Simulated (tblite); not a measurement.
**Geometry relaxation, with input and output: C2H12N2O2Si3 (part 1 of 2)**

- system: C2H12N2O2Si3
- method: GFN2-xTB geometry optimisation, gas phase (tblite 0.8.0)

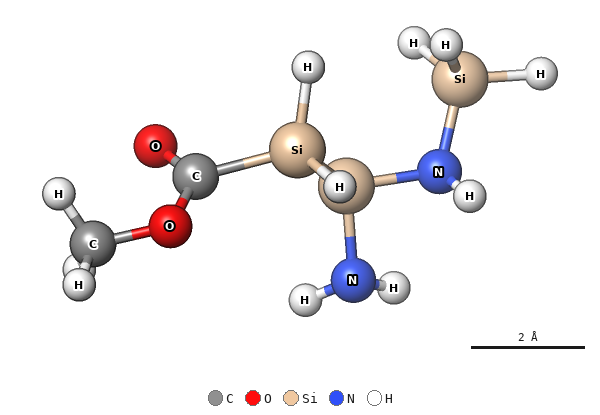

**Figure 1.** The structure as given in the input (ball-and-stick view, seen at a tilt). Bond lengths as drawn: C–H 1.09 to 1.10 Å, C–O 1.23 to 1.42 Å, C–Si 1.87 Å, H–N 1.01 to 1.02 Å, H–Si 1.47 to 1.50 Å, N–Si 1.69 to 1.70 Å and Si–Si 2.33 Å.

## Results in brief

- outcome: converged
- total energy: −805.9569 eV
- hardware: 1 CPU thread, shared host
- wall time: 4.5 s
- peak memory: 0.91 GiB

## Input file
```
{"job": {"xc": "GFN2-xTB", "basis": "xTB", "kind": "relax"}, "charge": 0, "multiplicity": 1}
C     -4.223400    -0.482400    -0.268100
O     -3.093400     0.134100     0.327100
C     -2.015200     0.274000    -0.499100
O     -2.002100    -0.054100    -1.686900
Si    -0.479200     1.081700     0.205200
Si     1.205100    -0.511600     0.019300
N      1.044200    -1.836400     1.067000
N      2.763700    -0.129200     0.592400
Si     3.495000     1.073100    -0.338400
H     -4.604800     0.134200    -1.089800
H     -5.020700    -0.551900     0.488300
H     -3.993600    -1.492900    -0.610100
H     -0.089500     2.312600    -0.550200
H     -0.624200     1.500500     1.624000
H      1.334700    -1.092100    -1.321700
H      0.504400    -2.565400     0.614100
H      1.982000    -2.224000     1.173300
H      2.698300     0.156900     1.557000
H      3.561000     0.672900    -1.754200
H      4.847500     1.291400     0.222000
H      2.701400     2.325300    -0.167400
```

The first line tells a small driver script what to run in tblite; the rest is the geometry in Å.

Command:
```bash
OMP_NUM_THREADS=1 python <driver script> task.json out
```

## Log
```
step      E/eV     max force
  0    -805.07301    2.220
  1    -805.25488    1.672
  2    -805.34091    0.956
  3    -805.41744    0.761
  4    -805.52527    0.639
  5    -805.59724    0.617
  6    -805.66571    0.588
  7    -805.70775    0.423
  8    -805.73829    0.387
  9    -805.76162    0.350
 10    -805.78074    0.280
 11    -805.79477    0.300
 12    -805.80561    0.314
 13    -805.81519    0.238
 14    -805.82194    0.151
 15    -805.82652    0.136
 16    -805.83051    0.128
 17    -805.83471    0.184
 18    -805.83963    0.199
 19    -805.84515    0.165
 20    -805.85080    0.211
 21    -805.85661    0.197
 22    -805.86237    0.196
 23    -805.86695    0.167
 24    -805.86991    0.124
 25    -805.87208    0.122
 26    -805.87445    0.110
 27    -805.87756    0.145
 28    -805.88082    0.140
 29    -805.88361    0.120
 30    -805.88596    0.147
 31    -805.88860    0.121
 32    -805.89165    0.135
 33    -805.89464    0.115
 34    -805.89683    0.090
 35    -805.89841    0.080
 36    -805.89984    0.071
 37    -805.90156    0.091
 38    -805.90309    0.075
 39    -805.90426    0.064
 40    -805.90499    0.061
 41    -805.90572    0.055
 42    -805.90653    0.066
 43    -805.90732    0.054
 44    -805.90792    0.048
 45    -805.90833    0.048
 46    -805.90862    0.034
 47    -805.90862    0.034
 48    -805.90873    0.029
 49    -805.90893    0.026
 50    -805.90903    0.031
 51    -805.90919    0.027
 52    -805.90927    0.033
 53    -805.90934    0.022
 54    -805.90943    0.020
 55    -805.90950    0.018
 56    -805.90955    0.019
 57    -805.90960    0.020
 58    -805.90966    0.019
 59    -805.90972    0.018
 60    -805.90977    0.013
 61    -805.90981    0.014
 62    -805.90985    0.017
 63    -805.90988    0.018
 64    -805.90992    0.014
 65    -805.90996    0.013
 66    -805.90999    0.013
 67    -805.91002    0.012
 68    -805.91004    0.009
 69    -805.91006    0.010
 70    -805.91008    0.012
 71    -805.91011    0.013
 72    -805.91014    0.012
 73    -805.91016    0.009
 74    -805.91018    0.010
 75    -805.91020    0.009
 76    -805.91022    0.011
 77    -805.91024    0.011
 78    -805.91025    0.009
 79    -805.91026    0.009
 80    -805.91028    0.008
 81    -805.91029    0.010
 82    -805.91030    0.009
 83    -805.91031    0.009
 84    -805.91033    0.011
 85    -805.91035    0.010
 86    -805.91037    0.010
 87    -805.91039    0.010
 88    -805.91041    0.012
 89    -805.91044    0.015
 90    -805.91047    0.013
 91    -805.91050    0.011
 92    -805.91052    0.014
 93    -805.91055    0.013
 94    -805.91057    0.012
 95    -805.91060    0.015
 96    -805.91064    0.015
 97    -805.91068    0.019
 98    -805.91073    0.021
 99    -805.91078    0.023
100    -805.91085    0.023
101    -805.91091    0.020
102    -805.91096    0.017
103    -805.91099    0.013
104    -805.91102    0.014
105    -805.91106    0.019
106    -805.91112    0.024
107    -805.91118    0.023
108    -805.91124    0.018
109    -805.91130    0.020
110    -805.91135    0.025
111    -805.91140    0.026
112    -805.91145    0.018
113    -805.91153    0.036
114    -805.91160    0.037
115    -805.91169    0.029
116    -805.91177    0.019
117    -805.91182    0.015
118    -805.91188    0.016
119    -805.91197    0.024
120    -805.91202    0.105
121    -805.91204    0.097
122    -805.91223    0.021
123    -805.91230    0.019
124    -805.91256    0.042
125    -805.91265    0.036
126    -805.91284    0.016
127    -805.91289    0.014
128    -805.91295    0.030
129    -805.91304    0.031
130    -805.91320    0.031
131    -805.91343    0.032
132    -805.91357    0.032
133    -805.91379    0.039
134    -805.91406    0.049
135    -805.91448    0.053
136    -805.91490    0.041
137    -805.91459    0.244
138    -805.91465    0.299
139    -805.91555    0.032
140    -805.91581    0.036
141    -805.91602    0.349
142    -805.91687    0.057
143    -805.91733    0.055
144    -805.91857    0.238
145    -805.91921    0.062
146    -805.91997    0.057
147    -805.91971    0.549
148    -805.92215    0.128
149    -805.92294    0.050
150    -805.91986    0.715
151    -805.92393    0.044
152    -805.92449    0.060
153    -805.92448    0.596
154    -805.92676    0.126
155    -805.92762    0.116
156    -805.92975    0.301
157    -805.93073    0.077
158    -805.93129    0.047
159    -805.93232    0.050
160    -805.93293    0.069
161    -805.93379    0.068
162    -805.93457    0.060
163    -805.93535    0.078
164    -805.93604    0.052
165    -805.93668    0.117
166    -805.93745    0.069
167    -805.93840    0.074
168    -805.93922    0.059
169    -805.93997    0.069
170    -805.94079    0.060
171    -805.94180    0.095
172    -805.94283    0.061
173    -805.94324    0.259
174    -805.94415    0.050
175    -805.94464    0.041
176    -805.94557    0.048
177    -805.94595    0.053
178    -805.94645    0.051
179    -805.94679    0.037
180    -805.94735    0.035
181    -805.94786    0.038
182    -805.94828    0.070
183    -805.94856    0.039
184    -805.94878    0.029
185    -805.94902    0.026
186    -805.94920    0.029
187    -805.94937    0.027
188    -805.94950    0.025
189    -805.94964    0.023
190    -805.94976    0.021
191    -805.94985    0.018
192    -805.94993    0.016
193    -805.95000    0.017
194    -805.95006    0.016
195    -805.95012    0.017
196    -805.95017    0.013
197    -805.95022    0.015
198    -805.95027    0.017
199    -805.95035    0.023
200    -805.95045    0.030
201    -805.95055    0.033
202    -805.95067    0.027
203    -805.95078    0.027
204    -805.95088    0.022
205    -805.95096    0.025
206    -805.95107    0.035
207    -805.95121    0.043
208    -805.95141    0.043
209    -805.95162    0.041
210    -805.95175    0.027
211    -805.95186    0.044
212    -805.95197    0.038
213    -805.95223    0.038
214    -805.95243    0.036
215    -805.95270    0.034
216    -805.95294    0.029
217    -805.95319    0.032
218    -805.95340    0.032
219    -805.95358    0.036
220    -805.95375    0.035
221    -805.95396    0.040
222    -805.95422    0.046
223    -805.95447    0.032
224    -805.95465    0.027
225    -805.95479    0.026
226    -805.95495    0.034
227    -805.95517    0.045
228    -805.95539    0.042
229    -805.95560    0.030
230    -805.95575    0.033
231    -805.95586    0.031
232    -805.95601    0.024
233    -805.95613    0.022
234    -805.95623    0.028
235    -805.95634    0.030
236    -805.95648    0.024
237    -805.95661    0.025
238    -805.95670    0.023
239    -805.95675    0.020
240    -805.95678    0.012
241    -805.95682    0.014
242    -805.95684    0.014
243    -805.95687    0.012
244    -805.95688    0.011
245    -805.95689    0.006
246    -805.95689    0.006
247    -805.95690    0.007
248    -805.95690    0.005
249    -805.95691    0.004
250    -805.95691    0.005
251    -805.95691    0.005
252    -805.95691    0.004
```

## Trajectory as extended XYZ (Å, eV, eV/Å), 12 frames, from step=0 to step=252
```
21
Properties=species:S:1:pos:R:3:forces:R:3 step=0 energy=-805.07301
C    -4.2234   -0.4824   -0.2681   -0.7170   0.0460   0.3290
O    -3.0934    0.1341    0.3271    0.9080  -0.1580  -0.9790
C    -2.0152    0.2740   -0.4991   -0.9760  -0.0890  -1.1060
O    -2.0021   -0.0541   -1.6869   -0.3760   0.1710   1.6610
Si   -0.4792    1.0817    0.2052    1.2220   0.3050   0.6850
Si    1.2051   -0.5116    0.0193   -1.3030   0.2820  -1.0710
N     1.0442   -1.8364    1.0670   -0.2940  -1.8390   0.2920
N     2.7637   -0.1292    0.5924    0.3710   0.3810   0.5090
Si    3.4950    1.0731   -0.3384    1.2400   1.6740  -0.7660
H    -4.6048    0.1342   -1.0898    0.1990  -0.1760  -0.0650
H    -5.0207   -0.5519    0.4883    0.4050   0.1050  -0.0450
H    -3.9936   -1.4929   -0.6101    0.1230   0.1070  -0.1580
H    -0.0895    2.3126   -0.5502   -0.3850  -0.3790   0.1170
H    -0.6242    1.5005    1.6240   -0.2720  -0.0130  -0.3050
H     1.3347   -1.0921   -1.3217    0.1850   0.2840  -0.3070
H     0.5044   -2.5654    0.6141   -0.2330  -0.0700   0.5890
H     1.9820   -2.2240    1.1733   -0.3310  -0.1360   0.3990
H     2.6983    0.1569    1.5570    0.2610  -0.2580   0.2200
H     3.5610    0.6729   -1.7542   -0.0390   0.0410   0.3420
H     4.8475    1.2914    0.2220   -0.2450  -0.0920  -0.1250
H     2.7014    2.3253   -0.1674    0.2590  -0.1860  -0.2170
21
Properties=species:S:1:pos:R:3:forces:R:3 step=22 energy=-805.86237
C    -4.2314   -0.4685   -0.2468   -0.0450   0.0240   0.0110
O    -3.0608    0.1379    0.2943    0.0000  -0.1080  -0.0240
C    -2.0291    0.2745   -0.5486   -0.1120  -0.0010  -0.0110
O    -2.0916   -0.0723   -1.7060    0.0600  -0.0240  -0.0600
Si   -0.4598    0.9731    0.2716   -0.0450  -0.0840  -0.0100
Si    1.2004   -0.6052    0.0022    0.0780  -0.1360  -0.1170
N     0.9810   -1.9609    1.0628    0.0110  -0.0630  -0.0410
N     2.7341    0.0539    0.4843   -0.0350   0.0210   0.0660
Si    3.6075    1.2688   -0.3819    0.0150   0.0220   0.0590
H    -4.6034    0.1247   -1.0843   -0.0260   0.0210   0.0120
H    -4.9642   -0.5073    0.5555    0.0260   0.0090  -0.0110
H    -4.0059   -1.4732   -0.6151    0.0250   0.0370   0.0550
H    -0.1496    2.1735   -0.5110   -0.0070   0.0980  -0.0150
H    -0.8762    1.4246    1.6015   -0.0260   0.0200   0.0660
H     1.4151   -0.9834   -1.4112   -0.0050   0.0030   0.0810
H     0.2643   -2.6284    0.8185    0.0020   0.0990   0.0780
H     1.8063   -2.4679    1.3541   -0.0660   0.0760  -0.0480
H     2.9091   -0.0065    1.4771    0.0620   0.0360  -0.1450
H     3.6831    0.8162   -1.7706    0.0560   0.0090   0.0790
H     4.8965    1.3513    0.3019    0.0710  -0.0220  -0.0390
H     2.9656    2.5921   -0.3442   -0.0380  -0.0380   0.0140
21
Properties=species:S:1:pos:R:3:forces:R:3 step=45 energy=-805.90833
C    -4.2794   -0.4760   -0.2315   -0.0110   0.0100  -0.0070
O    -3.0579    0.0669    0.2579    0.0130  -0.0060   0.0190
C    -2.0500    0.2052   -0.6134   -0.0050   0.0150   0.0100
O    -2.1356   -0.1217   -1.7744    0.0020  -0.0050   0.0150
Si   -0.4883    0.9217    0.2291   -0.0230  -0.0050  -0.0130
Si    1.2443   -0.5842   -0.0532    0.0150   0.0170  -0.0040
N     0.9878   -1.8582    1.0902   -0.0190  -0.0020  -0.0020
N     2.7865    0.0607    0.4195    0.0150  -0.0010   0.0190
Si    3.7069    1.2962   -0.3627   -0.0090   0.0100  -0.0060
H    -4.6653    0.1404   -1.0442    0.0030   0.0220  -0.0420
H    -4.9744   -0.4782    0.6036    0.0060  -0.0120   0.0260
H    -4.1219   -1.4894   -0.6053    0.0150  -0.0120  -0.0010
H    -0.2540    2.2070   -0.4483   -0.0090  -0.0180  -0.0040
H    -0.9475    1.2569    1.5856    0.0150  -0.0020  -0.0080
H     1.4732   -1.0286   -1.4386   -0.0170  -0.0060  -0.0270
H     0.1203   -2.3680    1.0472   -0.0010   0.0120   0.0100
H     1.7421   -2.5018    1.2715    0.0180  -0.0060  -0.0050
H     3.0190   -0.0992    1.3857    0.0080  -0.0030   0.0080
H     3.8741    0.9125   -1.7616    0.0030  -0.0210  -0.0100
H     4.9897    1.3631    0.3380   -0.0030  -0.0250   0.0160
H     3.0214    2.5915   -0.2914   -0.0150   0.0380   0.0050
21
Properties=species:S:1:pos:R:3:forces:R:3 step=68 energy=-805.91004
C    -4.2796   -0.4767   -0.2332   -0.0010   0.0000   0.0010
O    -3.0620    0.0650    0.2691   -0.0040  -0.0080  -0.0010
C    -2.0530    0.2015   -0.6003   -0.0060  -0.0040  -0.0030
O    -2.1390   -0.1299   -1.7603    0.0060  -0.0020   0.0000
Si   -0.4875    0.9222    0.2251   -0.0040   0.0020   0.0000
Si    1.2441   -0.5813   -0.0596    0.0030  -0.0060  -0.0010
N     0.9933   -1.8540    1.0863   -0.0020  -0.0030   0.0010
N     2.7831    0.0651    0.4198    0.0030  -0.0020  -0.0020
Si    3.7061    1.3005   -0.3586    0.0010   0.0020   0.0010
H    -4.6556    0.1441   -1.0489   -0.0050  -0.0050   0.0060
H    -4.9794   -0.4860    0.5984    0.0000   0.0010  -0.0060
H    -4.1155   -1.4884   -0.6108    0.0040   0.0070   0.0040
H    -0.2676    2.1990   -0.4706    0.0010   0.0030  -0.0010
H    -0.9262    1.2649    1.5854   -0.0020   0.0090   0.0020
H     1.4618   -1.0247   -1.4482   -0.0010  -0.0020  -0.0030
H     0.1175   -2.3503    1.0691   -0.0040   0.0040  -0.0020
H     1.7436   -2.5073    1.2509    0.0020  -0.0010  -0.0040
H     3.0196   -0.1093    1.3825    0.0060   0.0050   0.0010
H     3.8740    0.9099   -1.7567    0.0060   0.0010   0.0050
H     4.9833    1.3498    0.3543    0.0010  -0.0030  -0.0030
H     3.0300    2.6029   -0.2897   -0.0020  -0.0010   0.0040
```
